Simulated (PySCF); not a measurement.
```xyz
14

Si    3.2438    0.1571    0.4430
O     1.6448    0.4129    0.5300
B     0.3620    0.2156    0.4023
S    -0.8759    1.3791    1.0569
C    -2.3065    0.5807    0.2261
C    -2.0748   -0.9109    0.1426
S    -0.3631   -1.2362   -0.4344
H     3.4996   -1.0489   -0.3430
H     3.7443    1.3649   -0.2057
H     3.6438    0.0101    1.8392
H    -3.1949    0.8159    0.8098
H    -2.3925    1.0260   -0.7662
H    -2.7539   -1.3848   -0.5641
H    -2.1774   -1.3820    1.1213
```

Geometry: GFN2-xTB.

Theory: PBE0/pcSseg-1, SCF density, gas phase, non-relativistic (PySCF).

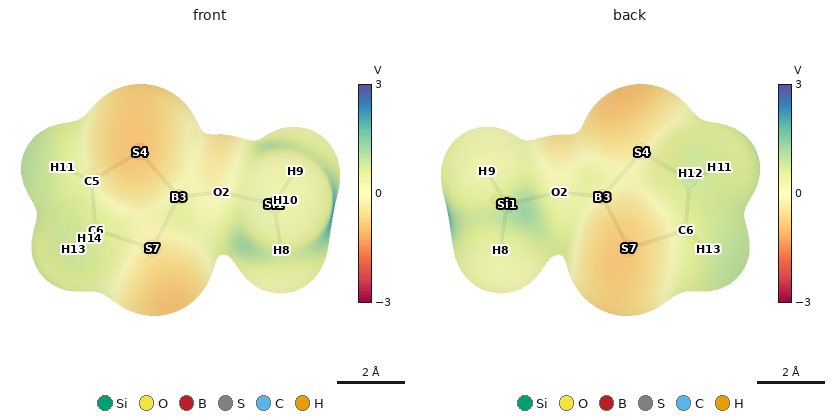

C2H7BOS2Si. The molecular electrostatic potential painted on the density surface at 0.002 e/bohr³, seen from the front and from behind; red is negative and blue positive.

Q: Which sites attract a positive test charge, and which a negative one?

A: A positive charge is drawn to the negative regions and a negative charge to the positive ones. The most negative region (about −0.9 V) lies over S4, the most positive (about +2.0 V) over Si1.
